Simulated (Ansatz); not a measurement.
Geometry relaxation of LiTi$_{12}$ (part 2 of 2)

Continued. System: LiTi$_{12}$ (defect cell, 13 atoms in the cell). Method: DFT PBE, scalar-relativistic, plane waves, PAW, no spin polarisation (Ansatz 0.2.0); cutoff 420 eV, 3×2×4 k-mesh, Fermi–Dirac smearing of 0.05 eV. It belongs to a series of runs on one base structure; here: start relaxed.

Geometry of the input (Å; fractional positions):
```
5.9000  0.0000  0.0000
-4.4250  7.6643  0.0000
0.0000  0.0000  4.6846
Ti 0.0000  0.0000  0.0000
Ti 0.1667  0.2222  0.5000
Ti -0.0000  0.3333  0.0000
Ti 0.1667  0.5556  0.5000
Ti 0.0000  0.6667  0.0000
Ti 0.1667  0.8889  0.5000
Ti 0.5000  0.0000  0.0000
Ti 0.6667  0.2222  0.5000
Ti 0.5000  0.3333  0.0000
Ti 0.6667  0.5556  0.5000
Ti 0.5000  0.6667  0.0000
Ti 0.6667  0.8889  0.5000
Li 0.3250  0.4435  0.2466
```

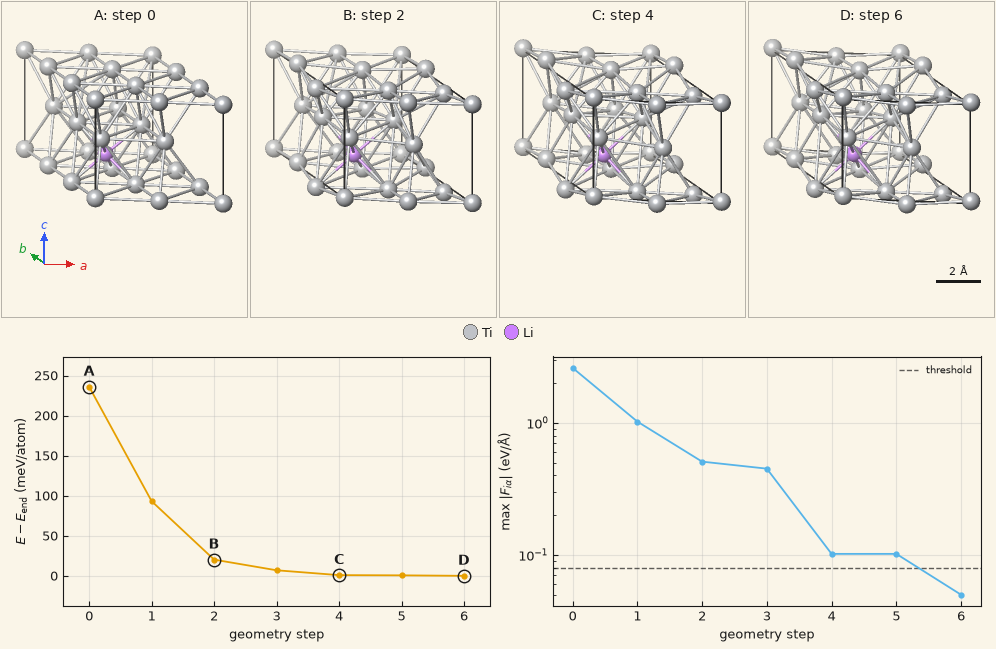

**Figure 1.** Frames of the relaxation (ball-and-stick view of the cell of the calculation, seen slightly off an axis) above the curves, on which the letters mark them (the first geometry is step 0 here and step 1 in the log).

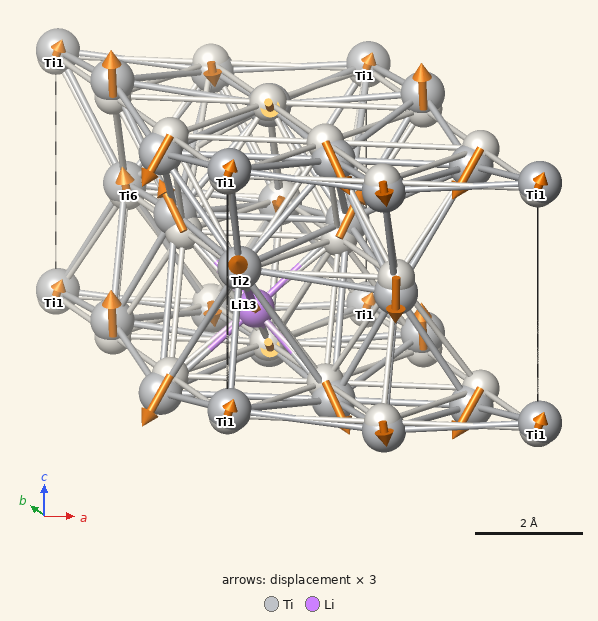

**Figure 2.** Start (faint) and end (solid) with the displacements as orange arrows, magnified 3 times (ball-and-stick view of the cell of the calculation, seen slightly off an axis). The largest moves, 0.38 Å, are those of Ti3 and Ti9. By element the largest moves are Ti 0.38 Å, Li 0.06 Å. The cell doesn't change. Among the contacts that change: Ti9–Ti10 2.896 → 3.560 Å, Ti3–Ti4 2.896 → 3.550 Å, Ti9–Ti11 2.950 → 3.434 Å, Ti10–Ti11 2.896 → 3.368 Å. Among the angles that change: Ti9–Li13–Ti10 87.2° → 95.4°, Ti4–Li13–Ti10 90.4° → 84.3°, Ti3–Li13–Ti9 91.7° → 86.2°. The energy falls by 236 meV per atom in 6 geometry steps. The largest force component goes from 2.6 to 0.05 eV/Å. (Atoms are counted from 1 in the order of the input.)

```
SCF converged after 6 iterations
Free energy (F): -30198.247579 eV
Harris-Foulkes:  -30198.247579 eV  (|F-HF|=3.86e-8)
Internal energy: -30198.128524 eV  (E = F + TS)
E sigma→0 (E₀):  -30198.188051 eV
Entropy (-TS):   -0.119054 eV (-9.158 meV/atom)
Fermi energy:    13.264904 eV
--- Per-component energies (eV) ---
  E_band       = -1934.802009
  E_kinetic    = 3308.290733
  E_local      = -10092.293583  (includes V_loc(G=0)·N_el)
  E_nonlocal   = 68.577038
  E_hartree    = 4166.758396
  E_xc         = -1184.785519
  E_vxc        = -1483.145190  (∫ρ·V_xc dr)
  E_paw        = -12596.157062  (= ΣΔE_a)
  E_vpaw       = -2069.757681  (= ΣTr[D̂ρ^β])
  E_aug_tail   = 0.001486  (compensation charges beyond the density's cutoff)
  E_ewald      = -13868.520013
  E_smearing   = -0.119054  (= −TS)
  E_closure    = 0.000000  (closes the sum)
  Σ components = -30198.247579   (vs F -30198.247579, Δ=0.00e0)
--- Forces (eV/Å), atoms counted from 1 ---
  atom   1  Ti    -0.00456759     0.02297039    -0.00690371
  atom   2  Ti    -0.01779748    -0.00079077    -0.01264913
  atom   3  Ti    -0.00262923    -0.01282446    -0.00992167
  atom   4  Ti    -0.00289645     0.02380812    -0.03130848
  atom   5  Ti     0.04308237     0.03392131     0.02981629
  atom   6  Ti     0.01451456    -0.05006167     0.01914241
  atom   7  Ti    -0.01414578     0.02852107    -0.02236657
  atom   8  Ti    -0.01864997    -0.01631155    -0.02824992
  atom   9  Ti     0.03654485    -0.02321584    -0.00504031
  atom  10  Ti     0.03779855     0.01304990     0.04514351
  atom  11  Ti    -0.00351302    -0.01295566     0.01118076
  atom  12  Ti    -0.02328583    -0.02113046     0.01007389
  atom  13  Li    -0.04443198     0.01501250     0.00109509
  max |Σ_I F_I| component: 2.30e-5 eV/Å
--- Relaxed structure (7 steps of the walk, 7 accepted, 0 SCFs on fresh bases) ---
  F+E_penalty+E_count = -30198.24757860 eV   max|allowed force component| = 5.006e-2 eV/Å
  atoms:
    - { symbol: Ti, position: [0.006604969261224517, -0.0003095331953282066, 0.023765621689630916] }
    - { symbol: Ti, position: [0.14207039358008333, 0.1866213667742288, 0.5296863411766081] }
    - { symbol: Ti, position: [-0.042282596804487954, 0.31204356677748296, -0.06284218982922102] }
    - { symbol: Ti, position: [0.14984945272345224, 0.5733263902665517, 0.5629466735315446] }
    - { symbol: Ti, position: [-0.00730191867783736, 0.6574725197466506, 0.0682992764526508] }
    - { symbol: Ti, position: [0.16027422688882587, 0.8861857210427836, 0.5359166321665951] }
    - { symbol: Ti, position: [0.5056052194806414, 0.0023715556405869186, -0.035794068873354803] }
    - { symbol: Ti, position: [0.6703913647721185, 0.23062831730185523, 0.43205307725445863] }
    - { symbol: Ti, position: [0.5151567827416051, 0.313722232698564, -0.06304589807733552] }
    - { symbol: Ti, position: [0.7049888371928869, 0.5762683825650338, 0.5637421902066461] }
    - { symbol: Ti, position: [0.5239539875300039, 0.7042515885275992, -0.028873176352667743] }
    - { symbol: Ti, position: [0.6605391821202192, 0.8898499792139724, 0.47706436614080544] }
    - { symbol: Li, position: [0.33517179919126444, 0.44436981264001996, 0.2437138545136398] }
```

Trajectory as extended XYZ (Å, eV, eV/Å), 7 frames, from step=1 to step=7:
```
13
Lattice="5.9000 0.0000 0.0000 -4.4250 7.6643 0.0000 0.0000 0.0000 4.6846" Properties=species:S:1:pos:R:3:forces:R:3 step=1 energy=-30195.18013
Ti    0.0000    0.0000    0.0000    0.0086  -0.0307  -0.1200
Ti    0.0000    1.7032    2.3423    0.0682  -2.5451   1.4796
Ti   -1.4750    2.5548    0.0000   -2.3174  -1.3843  -1.5991
Ti   -1.4750    4.2580    2.3423   -2.2177   1.3045   1.5787
Ti   -2.9500    5.1095    0.0000    0.0419   0.0059  -0.1249
Ti   -2.9500    6.8127    2.3423   -0.0118   0.0090   0.0008
Ti    2.9500    0.0000    0.0000    0.0157  -0.0022  -0.0071
Ti    2.9500    1.7032    2.3423    0.0139  -0.0020   0.1425
Ti    1.4750    2.5548    0.0000    2.1907  -1.1575  -1.3510
Ti    1.4750    4.2580    2.3423    2.0136   1.1481   1.3442
Ti    0.0000    5.1095    0.0000    0.0869   2.6048  -1.4097
Ti    0.0000    6.8127    2.3423    0.0056   0.0357   0.1234
Li   -0.0447    3.3989    1.1554    0.1019   0.0139  -0.0573
13
Lattice="5.9000 0.0000 0.0000 -4.4250 7.6643 0.0000 0.0000 0.0000 4.6846" Properties=species:S:1:pos:R:3:forces:R:3 step=2 energy=-30197.03679
Ti    0.0162   -0.0187   -0.0222   -0.0283   0.1308   0.1219
Ti   -0.0002    1.5428    2.3725    0.0662  -0.8438   0.9055
Ti   -1.6036    2.4658   -0.0503   -0.8877  -0.7225  -1.0217
Ti   -1.6057    4.3308    2.3880   -0.7697   0.6399   1.0116
Ti   -2.9349    5.1408   -0.0145   -0.0051  -0.0982   0.3607
Ti   -2.9427    6.8307    2.3367   -0.0273  -0.1876  -0.0002
Ti    2.9521   -0.0153    0.0069    0.0072   0.1779  -0.0015
Ti    2.9519    1.6731    2.3621   -0.0299   0.0901  -0.3982
Ti    1.6045    2.4847   -0.0400    0.7050  -0.5135  -0.8272
Ti    1.5859    4.3378    2.3856    0.6244   0.5228   0.8506
Ti    0.0020    5.2738   -0.0272    0.0865   0.8889  -0.8286
Ti   -0.0032    6.8347    2.3679    0.0089  -0.1237  -0.1066
Li   -0.0672    3.3943    1.1438    0.2498   0.0390  -0.0660
13
Lattice="5.9000 0.0000 0.0000 -4.4250 7.6643 0.0000 0.0000 0.0000 4.6846" Properties=species:S:1:pos:R:3:forces:R:3 step=3 energy=-30197.98472
Ti    0.0168   -0.0032    0.0240    0.0318   0.0545   0.3279
Ti    0.0127    1.4513    2.4631    0.0338   0.1315   0.1465
Ti   -1.6719    2.3698   -0.2078    0.1892   0.1318  -0.3312
Ti   -1.6600    4.4080    2.5457    0.1866  -0.1287   0.3663
Ti   -2.9297    5.1264    0.1422   -0.0069  -0.2161   0.4961
Ti   -2.9451    6.8057    2.3782   -0.0407   0.1139   0.2800
Ti    2.9436    0.0017   -0.0340   -0.0359  -0.1609  -0.2877
Ti    2.9433    1.6821    2.2004   -0.0247   0.2119  -0.5085
Ti    1.6627    2.4156   -0.1888   -0.1457   0.0983  -0.3143
Ti    1.6346    4.4140    2.5354   -0.1494  -0.1235   0.2980
Ti    0.0179    5.3800   -0.1052   -0.0897  -0.1250  -0.1214
Ti   -0.0044    6.8309    2.3316   -0.0536  -0.0218  -0.3006
Li   -0.0652    3.3932    1.1244    0.1052   0.0341  -0.0511
13
Lattice="5.9000 0.0000 0.0000 -4.4250 7.6643 0.0000 0.0000 0.0000 4.6846" Properties=species:S:1:pos:R:3:forces:R:3 step=4 energy=-30198.15750
Ti    0.0109   -0.0043    0.0310    0.0211  -0.0497   0.1621
Ti    0.0190    1.4745    2.4042    0.0664  -0.3183   0.3133
Ti   -1.6567    2.3729   -0.3140    0.3368   0.0013   0.0192
Ti   -1.6649    4.4275    2.6626    0.3994  -0.1199  -0.1431
Ti   -2.9459    5.0121    0.3055    0.0047   0.1450   0.1403
Ti   -2.9644    6.8101    2.4291   -0.0437   0.1702   0.2012
Ti    2.9453   -0.0091   -0.0822   -0.0104  -0.2008  -0.1911
Ti    2.9566    1.7934    2.0361   -0.0132  -0.1354  -0.1424
Ti    1.6791    2.3916   -0.3078   -0.4500   0.0963   0.1591
Ti    1.6304    4.4078    2.6429   -0.2820   0.0307  -0.0401
Ti    0.0045    5.3611   -0.0496   -0.0783   0.3292  -0.2806
Ti   -0.0133    6.8380    2.3265   -0.0020   0.0506  -0.1703
Li   -0.0452    3.3998    1.1248    0.0513   0.0007  -0.0277
13
Lattice="5.9000 0.0000 0.0000 -4.4250 7.6643 0.0000 0.0000 0.0000 4.6846" Properties=species:S:1:pos:R:3:forces:R:3 step=5 energy=-30198.23626
Ti    0.0223   -0.0087    0.0909    0.0492   0.0642   0.0685
Ti    0.0296    1.4371    2.4722   -0.0004   0.0940  -0.0508
Ti   -1.6470    2.3683   -0.3181    0.0846   0.0128   0.0930
Ti   -1.6372    4.4089    2.6501    0.0107   0.0191  -0.0305
Ti   -2.9366    5.0452    0.3242   -0.0123  -0.0552  -0.0251
Ti   -2.9728    6.8059    2.4815   -0.0041  -0.0793   0.1020
Ti    2.9397   -0.0110   -0.1314    0.0117   0.0782  -0.0979
Ti    2.9471    1.7609    2.0169   -0.0116   0.0567   0.0256
Ti    1.6561    2.4067   -0.2953   -0.0345  -0.0311   0.0209
Ti    1.6224    4.4130    2.6465   -0.0645  -0.0176  -0.0747
Ti   -0.0066    5.4016   -0.1147   -0.0029  -0.0738   0.0430
Ti   -0.0279    6.8455    2.2683   -0.0542  -0.0642  -0.0700
Li   -0.0336    3.4019    1.1180    0.0283  -0.0039  -0.0040
13
Lattice="5.9000 0.0000 0.0000 -4.4250 7.6643 0.0000 0.0000 0.0000 4.6846" Properties=species:S:1:pos:R:3:forces:R:3 step=6 energy=-30198.23969
Ti    0.0276   -0.0142    0.0987    0.0149   0.0502   0.0302
Ti   -0.0265    1.4280    2.4744    0.1020   0.0226  -0.0215
Ti   -1.6464    2.4117   -0.2934    0.0419  -0.0480  -0.0063
Ti   -1.6377    4.4028    2.6259   -0.0728  -0.0185   0.0367
Ti   -2.9473    5.0555    0.3232   -0.0047  -0.0471  -0.0082
Ti   -2.9696    6.8134    2.5004    0.0130  -0.0568   0.0382
Ti    2.9777    0.0116   -0.1530    0.0106   0.0301  -0.0736
Ti    2.9321    1.7659    2.0192   -0.0537   0.0202   0.0126
Ti    1.6388    2.3806   -0.3107    0.0000   0.0492   0.0510
Ti    1.6327    4.4206    2.6594   -0.0530   0.0352  -0.0772
Ti   -0.0314    5.3833   -0.1274    0.0317   0.0280  -0.0078
Ti   -0.0363    6.8152    2.2420   -0.0197  -0.0654   0.0054
Li    0.0413    3.4008    1.1506   -0.0103   0.0003   0.0204
13
Lattice="5.9000 0.0000 0.0000 -4.4250 7.6643 0.0000 0.0000 0.0000 4.6846" Properties=species:S:1:pos:R:3:forces:R:3 step=7 energy=-30198.24758
Ti    0.0403   -0.0024    0.1113   -0.0046   0.0230  -0.0069
Ti    0.0124    1.4303    2.4814   -0.0178  -0.0008  -0.0126
Ti   -1.6303    2.3916   -0.2944   -0.0026  -0.0128  -0.0099
Ti   -1.6529    4.3942    2.6372   -0.0029   0.0238  -0.0313
Ti   -2.9524    5.0391    0.3200    0.0431   0.0339   0.0298
Ti   -2.9758    6.7920    2.5106    0.0145  -0.0501   0.0191
Ti    2.9726    0.0182   -0.1677   -0.0141   0.0285  -0.0224
Ti    2.9348    1.7676    2.0240   -0.0186  -0.0163  -0.0283
Ti    1.6512    2.4045   -0.2953    0.0365  -0.0232  -0.0050
Ti    1.6094    4.4167    2.6409    0.0378   0.0131   0.0451
Ti   -0.0250    5.3976   -0.1353   -0.0035  -0.0130   0.0112
Ti   -0.0404    6.8201    2.2349   -0.0233  -0.0211   0.0101
Li    0.0112    3.4058    1.1417   -0.0444   0.0150   0.0011
```

Results in brief:

| quantity | value |
| --- | --- |
| outcome | converged |
| electrons treated | 147 |
| free energy | −30198.2476 eV |
| Fermi energy | 13.265 eV |
| final volume | 211.84 Å³ |
| largest force (length of the vector) at the end | 0.062 eV/Å |
| wall time | 88 s (CPU time 2.8 min) |
| peak memory | 0.68 GiB |

The input asks for low accuracy.
